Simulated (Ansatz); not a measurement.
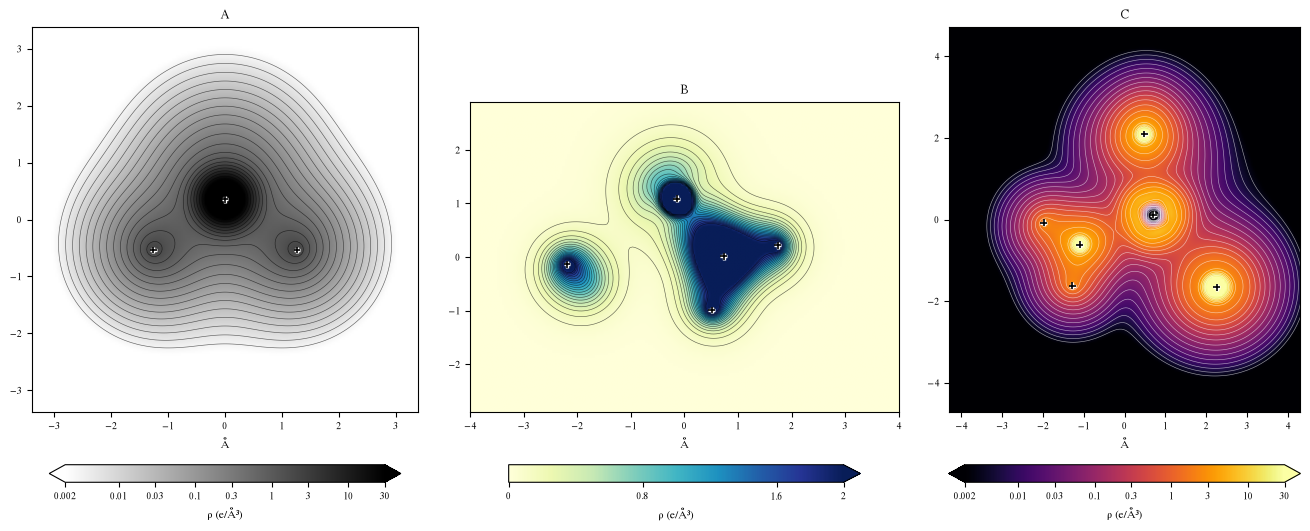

The electron density of 3 systems, each on a plane through atoms (crosses mark nuclei in the plane).

Level of theory: Ansatz 0.2.0, RKS PBE/def2-SVP.

System 1: GeH₄, the plane of atoms H3, Ge1 and H5. 

```yaml
atoms:
  - { symbol: Ge, position_ang: [0.2552, 0.0000, 0.1806] }
  - { symbol: H, position_ang: [0.2552, 0.0000, 1.7287] }
  - { symbol: H, position_ang: [1.7149, 0.0000, -0.3352] }
  - { symbol: H, position_ang: [-0.4747, 1.2641, -0.3357] }
  - { symbol: H, position_ang: [-0.4747, -1.2641, -0.3357] }
```

System 2: Cl₃H₄N₂Ta, the plane of atoms Ta1, N2 and H3. Core potentials replace the inner electrons of Ta.

```yaml
atoms:
  - { symbol: Ta, position_ang: [0.1658, 0.0190, 0.0468] }
  - { symbol: N, position_ang: [2.1111, -0.0117, -0.0664] }
  - { symbol: H, position_ang: [2.7696, -0.0405, 0.7186] }
  - { symbol: H, position_ang: [2.6064, 0.0020, -0.9670] }
  - { symbol: N, position_ang: [-0.2582, -0.0288, 1.9934] }
  - { symbol: H, position_ang: [-0.5275, -0.8852, 2.4907] }
  - { symbol: H, position_ang: [-0.4962, 0.8065, 2.5400] }
  - { symbol: Cl, position_ang: [-0.7403, 0.0958, -2.1294] }
  - { symbol: Cl, position_ang: [-0.2409, 2.3421, 0.2868] }
  - { symbol: Cl, position_ang: [-0.3198, -2.2991, 0.1565] }
```

System 3: BH₂N···H₂, the plane of atoms H5, N4 and H6. Not at a stationary point (largest force 1.9 eV/Å).

```yaml
atoms:
  - { symbol: B, position_ang: [-0.7533, 1.0219, 0.1996] }
  - { symbol: H, position_ang: [1.0965, -0.2740, 0.9814] }
  - { symbol: H, position_ang: [1.1223, -0.4711, 0.2882] }
  - { symbol: N, position_ang: [-1.2184, 0.1336, -0.7683] }
  - { symbol: H, position_ang: [-0.9041, -0.8246, -0.9487] }
  - { symbol: H, position_ang: [-2.0450, 0.4142, -1.3122] }
```

Question: Match each panel to its system.

Answer: Panel A is system 1, GeH₄: the plane holds Ge and H. Ge–H (1.55 Å): ρ at the midpoint is about 1 e/Å³. Panel B is system 3, BH₂N···H₂: the plane holds B, H and N. B1···H2 (2.39 Å): the density falls to about 0.11 e/Å³ on the way. Panel C is system 2, Cl₃H₄N₂Ta: the plane holds Ta, N, H and Cl. Ta–N (1.95 Å): ρ is about 1 e/Å³ halfway.
